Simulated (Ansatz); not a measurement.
One crystal and one scan (energy against volume) at two levels, PBE (plane waves to 420 eV, PAW, scalar-relativistic; Ansatz, a quantum-chemistry and plane-wave program) and r2SCAN (plane waves to 500 eV, PAW, scalar-relativistic; Ansatz), each from its own relaxed cell and on its own mesh. The cell shown is that of PBE.

Y (hcp, Mg type)

```xyz
2
Lattice="3.6556 0.0000 0.0000 -1.8278 3.1659 0.0000 0.0000 0.0000 5.6787" Properties=species:S:1:pos:R:3 pbc="T T T"
Y      0.0000     2.1106     4.2590
Y      1.8278     1.0553     1.4197
```

E(V) scan at fixed shape, V₀ the volume above. Symmetry pins the atoms to their sites.

E stands for the smeared free energy. Y is run without spin polarisation. Y was relaxed with its symmetry unable to fall. With the shape held, the modulus is that of even scaling; a crystal free to change shape is softer. Percentages come from the unrounded values. Both scans cover V/V₀ from 0.840 to 1.160.

```
quantity                                                                       PBE  r2SCAN     PBE − r2SCAN
---------------------------------------------------------------------------  -----  ------  ---------------
Lattice constant a (Å)                                                       3.656   3.683  -0.027 (-0.7 %)
Lattice constant c (Å)                                                       5.679   5.698  -0.019 (-0.3 %)
Relaxed volume (Å³/atom)                                                     32.86   33.46   -0.60 (-1.8 %)
Pressure at the smallest volume (GPa)                                          9.1     9.1              0.0
Energy cost of the largest compression (meV/atom)                              134     136        -2 (-2 %)
Energy cost of the largest expansion (meV/atom)                                 87      88        -1 (-1 %)
Bulk modulus at fixed cell shape B₀ (third-order Birch-Murnaghan fit) (GPa)   40.6    40.4    +0.2 (+0.4 %)
Pressure derivative B₀′ (fit)                                                  3.0     3.0              0.0
Pressure for 5 % compression (fit) (GPa)                                       2.2     2.2              0.0
```

PBE gives the lower value for: lattice constant a; lattice constant c; relaxed volume. They agree on: pressure at the smallest volume (within 1.5 %); energy cost of the largest expansion (within 1.5 %); bulk modulus at fixed cell shape B₀ (within 1.5 %). Neither level is exact: the differences show how much the result hangs on the functional.

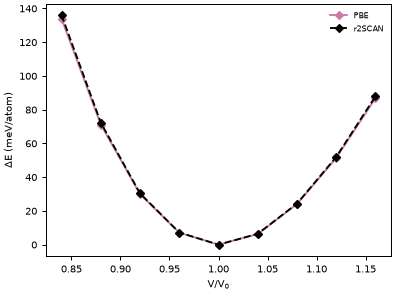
ΔE, each from the relaxed starting cell of its own level.

(A scan under strain: stresses follow from slopes of the energy per volume, elastic moduli from its curvatures.)
